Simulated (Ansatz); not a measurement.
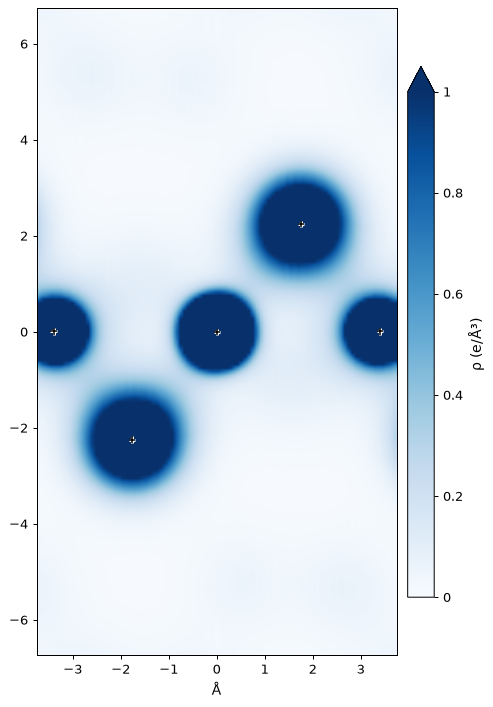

The valence charge density (pseudo) on a plane through atoms (crosses mark nuclei in the plane).

These are results of DFT, PBEsol, plane waves, PAW (Ansatz), not measurements.

Candidates:
A. Nb₂GeSb₄, a = 16.87 Å, b = 3.56 Å, c = 5.77 Å, α = 90.00°, β = 105.90°, γ = 90.00°. Space group C2/m; a structure from a database of computed crystals, not necessarily the ambient phase; started from the Ti2NiS4-12 prototype, which need not be the ambient phase.
B. ScGaI₆, a = 6.79 Å, b = 7.72 Å, c = 7.73 Å, α = 111.60°, β = 107.06°, γ = 107.14°. Space group P1; a structure from a database of computed crystals, not necessarily the ambient phase; started from the KCrF6-148 prototype, which need not be the ambient phase; changed on purpose from its base cell (shaken).
C. Sb₄Pt₃W, a = 3.47 Å, b = 3.47 Å, c = 12.39 Å, α = 90.00°, β = 90.00°, γ = 90.00°. Space group P4/mmm; a structure from a database of computed crystals, not necessarily the ambient phase; started from the Tl4Br3Cl-123 prototype, which need not be the ambient phase; changed on purpose from its base cell (shaken).

### Which system is this?

Candidate B: ScGaI₆ on the (011) plane of the standardised cell, which holds Sc, Ga and I. Ga–I (2.78 Å): ρ is about 0.36 e/Å³ halfway, with its minimum of 0.31 e/Å³ about 1.2 Å from Ga. Sc–I (2.85 Å): ρ is about 0.32 e/Å³ halfway, with its minimum of 0.28 e/Å³ about 1.2 Å from Sc.
